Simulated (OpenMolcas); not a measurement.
**quartet SnH3O2: levels of theory compared**

Wanted: a comparison of 6 runs (UB3LYP/def2-SVPD, UBHLYP/def2-SVPD, UBLYP/def2-SVPD, UM06-2X/def2-SVPD, UPBE0/def2-SVPD, USVWN5/def2-SVPD) of quartet SnH3O2. 

The results are computed with OpenMolcas 26.06.

3 further runs of the same task are left out: 3 set aside as unsound or not needed.

## (1) The system as given

SnH3O2 has 6 atoms, charge 0, and is taken as a quartet. As SMILES of the parent species, `[OH][SnH][OH]`. The shape is that of a PBE0-D4/def2-TZVP optimisation. This is one conformer, not always the lowest. That shape belongs to the parent species and isn't relaxed for this state.

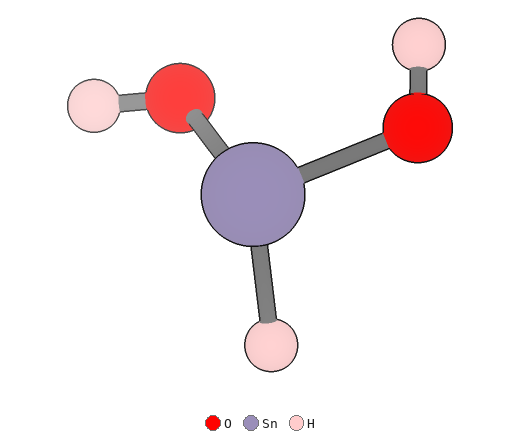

Viewed from a chosen angle; oxygen red, tin purple, hydrogen pink.

## (2) The energy at UB3LYP/def2-SVPD (core potential) (run 1)

File struct.xyz:

```xyz
6

O     -1.248300    -0.684700    -0.233400
Sn     0.417000     0.302500    -0.639600
O      1.413900    -0.038300     1.016700
H     -1.852000    -0.783400    -0.973600
H      0.128600     2.026100    -0.624300
H      1.182700    -0.886000     1.408100
```

File run.input:

```
>>> EXPORT MOLCAS_PRINT=2

&GATEWAY
  BasLib = $CurrDir
  Coord = struct.xyz
  Basis = def2-SVPD
  Group = NoSym

&SEWARD
  GridInput
  Grid=UltraFine
  End of Grid

&SCF
  UHF
  Spin = 4
  KSDFT = B3LYP
  Thresholds = 1e-10 1e-07 1e-07 1e-05
  PrOrbitals = 0
```

The basis set def2-SVPD is read from a file made from the Basis Set Exchange's data (not shown).

The run is started by

```bash
$ export MOLCAS_MEM=1860
$ pymolcas run.input > run.log
```

Log:

```text
--- Start Module: gateway ---
[...]
--- Stop Module: gateway /rc=_RC_ALL_IS_WELL_ ---
--- Start Module: seward ---
[...]
      Basis functions          102
--- Stop Module: seward /rc=_RC_ALL_IS_WELL_ ---
[...]
--- Start Module: scf ---
[...]
       Convergence after  35 Iterations
[...]
::    Total KS-DFT energy                            -366.2806314210
[...]
      Total spin, S                                     1.5031371431
[...]
      Total electronic charge=   41.000000
      Total            charge=   -0.000000
[...]
      Dipole Moment (debye):
      Origin of the operator (angstrom)=    0.3363    0.1618   -0.4154
                   X= -3.5849E-01               Y= -1.3301E+00               Z=  3.2006E-01           Total=  1.4143E+00
      Quadrupole Moment (debye*angstrom):
[...]
--- Stop Module: scf /rc=_RC_ALL_IS_WELL_ ---
[...]
```

It took 100 s on 1 thread of Arm Neoverse V1, shared host; peak memory 0.57 GiB.

## (3) A single-point energy at UBHLYP/def2-SVPD (core potential) (run 2)

File mol.xyz:

```xyz
6

O     -1.248300    -0.684700    -0.233400
Sn     0.417000     0.302500    -0.639600
O      1.413900    -0.038300     1.016700
H     -1.852000    -0.783400    -0.973600
H      0.128600     2.026100    -0.624300
H      1.182700    -0.886000     1.408100
```

File calc.input:

```
&gateway
baslib
$CurrDir
coord
mol.xyz
basis
def2-SVPD
group
NoSym
&seward
gridinput
Grid=UltraFine
End of Grid
&scf
uhf
spin
4
ksdft
HYB_GGA_XC_BHANDHLYP
thresholds
1e-10 1e-07 1e-07 1e-05
prorbitals
0
```

The basis set def2-SVPD is read from a file made from the Basis Set Exchange's data (not shown).

The run is started by

```bash
$ export MOLCAS_MEM=1860
$ pymolcas calc.input > calc.log
```

Log:

```text
--- Start Module: gateway ---
[...]
--- Stop Module: gateway /rc=_RC_ALL_IS_WELL_ ---
--- Start Module: seward ---
[...]
      Basis functions          102
--- Stop Module: seward /rc=_RC_ALL_IS_WELL_ ---
[...]
--- Start Module: scf ---
[...]
       Convergence after  31 Iterations
[...]
::    Total KS-DFT energy                            -366.0522809495
[...]
      Total spin, S                                     1.5037482477
[...]
      Total electronic charge=   41.000000
      Total            charge=   -0.000000
[...]
      Dipole Moment (debye):
      Origin of the operator (angstrom)=    0.3363    0.1618   -0.4154
                   X= -1.0118E+00               Y= -1.7498E+00               Z= -1.2881E-01           Total=  2.0254E+00
      Quadrupole Moment (debye*angstrom):
[...]
--- Stop Module: scf /rc=_RC_ALL_IS_WELL_ ---
[...]
```

Wall time 89 s (1 thread of Arm Neoverse V1, shared host); peak memory 0.57 GiB.

Run 3 isn't shown in full; the table further down has it.

## (4) The energy at UM06-2X/def2-SVPD (core potential) (run 4)

File coord.xyz:

```xyz
6

O     -1.248300    -0.684700    -0.233400
Sn     0.417000     0.302500    -0.639600
O      1.413900    -0.038300     1.016700
H     -1.852000    -0.783400    -0.973600
H      0.128600     2.026100    -0.624300
H      1.182700    -0.886000     1.408100
```

File test.inp:

```
&GATEWAY
BASLIB=$CurrDir
COORD=coord.xyz
BASIS=def2-SVPD
GROUP=NoSym
&SEWARD
GRIDINPUT
Grid=UltraFine
End of Grid
&SCF
UHF
SPIN=4
KSDFT=M062X
THRESHOLDS=1e-10 1e-07 1e-07 1e-05
PRORBITALS=1 1
```

The basis set def2-SVPD is read from a file made from the Basis Set Exchange's data (not shown).

The run is started by

```bash
$ export MOLCAS_MEM=1860
$ pymolcas test.inp > test.log
```

Log:

```text
--- Start Module: gateway ---
[...]
--- Stop Module: gateway /rc=_RC_ALL_IS_WELL_ ---
--- Start Module: seward ---
[...]
      Basis functions          102
--- Stop Module: seward /rc=_RC_ALL_IS_WELL_ ---
[...]
--- Start Module: scf ---
[...]
       Convergence after  33 Iterations
[...]
::    Total KS-DFT energy                            -366.0682245894
[...]
      Total spin, S                                     1.5031575563
[...]
      Total electronic charge=   41.000000
      Total            charge=   -0.000000
[...]
      Dipole Moment (debye):
      Origin of the operator (angstrom)=    0.3363    0.1618   -0.4154
                   X= -1.1670E+00               Y= -1.9972E+00               Z= -4.1485E-02           Total=  2.3135E+00
      Quadrupole Moment (debye*angstrom):
[...]
--- Stop Module: scf /rc=_RC_ALL_IS_WELL_ ---
[...]
```

It took 2.5 min on 1 thread of Arm Neoverse V1, shared host; peak memory 0.57 GiB.

Run 5 isn't shown in full; the table further down has it.

## (5) A single-point energy at USVWN5/def2-SVPD (core potential) (run 6)

File mol.inp:

```
* H3O2Sn Kohn-Sham DFT
&GATEWAY
BASLIB=$CurrDir
BASISSET
O.def2-SVPD....
O1 -1.248300 -0.684700 -0.233400 angstrom
O3 1.413900 -0.038300 1.016700 angstrom
End of Basis
BASISSET
Sn.def2-SVPD....
Sn2 0.417000 0.302500 -0.639600 angstrom
End of Basis
BASISSET
H.def2-SVPD....
H4 -1.852000 -0.783400 -0.973600 angstrom
H5 0.128600 2.026100 -0.624300 angstrom
H6 1.182700 -0.886000 1.408100 angstrom
End of Basis
&SEWARD
GRIDINPUT
Grid=UltraFine
End of Grid
&SCF
UHF
SPIN=4
KSDFT=SVWN5
THRESHOLDS=1e-10 1e-07 1e-07 1e-05
PRORBITALS=1 1
```

The basis set def2-SVPD is read from a file made from the Basis Set Exchange's data (not shown).

The run is started by

```bash
$ export MOLCAS_MEM=1860
$ pymolcas mol.inp > mol.log
```

Log:

```text
--- Start Module: gateway ---
[...]
--- Stop Module: gateway /rc=_RC_ALL_IS_WELL_ ---
--- Start Module: seward ---
[...]
      Basis functions          102
--- Stop Module: seward /rc=_RC_ALL_IS_WELL_ ---
[...]
--- Start Module: scf ---
[...]
       Convergence after  46 Iterations
[...]
::    Total KS-DFT energy                            -364.7955996276
[...]
      Total spin, S                                     1.5009602748
[...]
      Total electronic charge=   41.000000
      Total            charge=   -0.000000
[...]
      Dipole Moment (debye):
      Origin of the operator (angstrom)=    0.3363    0.1618   -0.4154
                   X=  2.1137E-02               Y= -1.1670E+00               Z=  7.5312E-01           Total=  1.3891E+00
      Quadrupole Moment (debye*angstrom):
[...]
--- Stop Module: scf /rc=_RC_ALL_IS_WELL_ ---
[...]
```

Wall time 83 s (1 thread of Arm Neoverse V1, shared host); peak memory 0.57 GiB.

## (6) All runs side by side

| run | level | energy (Eh) | dipole moment (D) | HOMO energy (eV) | ⟨S²⟩ | wall time |
| --- | --- | --- | --- | --- | --- | --- |
| 1 | UB3LYP/def2-SVPD (core potential) | -366.280631 | 1.41 | -2.67 | 3.763 | 100 s |
| 2 | UBHLYP/def2-SVPD (core potential) | -366.052281 | 2.03 | -3.51 | 3.765 | 89 s |
| 3 | UBLYP/def2-SVPD (core potential) | -366.142051 | 1.43 | -1.88 | 3.756 | 2.2 min |
| 4 | UM06-2X/def2-SVPD (core potential) | -366.068225 | 2.31 | -3.69 | 3.763 | 2.5 min |
| 5 | UPBE0/def2-SVPD (core potential) | -366.049680 | 1.77 | -2.93 | 3.762 | 97 s |
| 6 | USVWN5/def2-SVPD (core potential) | -364.795600 | 1.39 | -2.16 | 3.754 | 83 s |

## (7) Summary of results

| quantity | value |
| --- | --- |
| run 6: total energy | -364.79560 Eh |
| run 6: dipole moment | 1.39 D |
| run 6: HOMO energy (highest over α and β) | -2.16 eV |
| run 6: ⟨S²⟩ | 3.754 |

What this shows: The dipole moment (its size) runs from 1.39 D (USVWN5/def2-SVPD) to 2.31 D (UM06-2X/def2-SVPD). Totals of different functionals can't be ranked against each other. All runs together took 11 min, the longest 2.5 min.
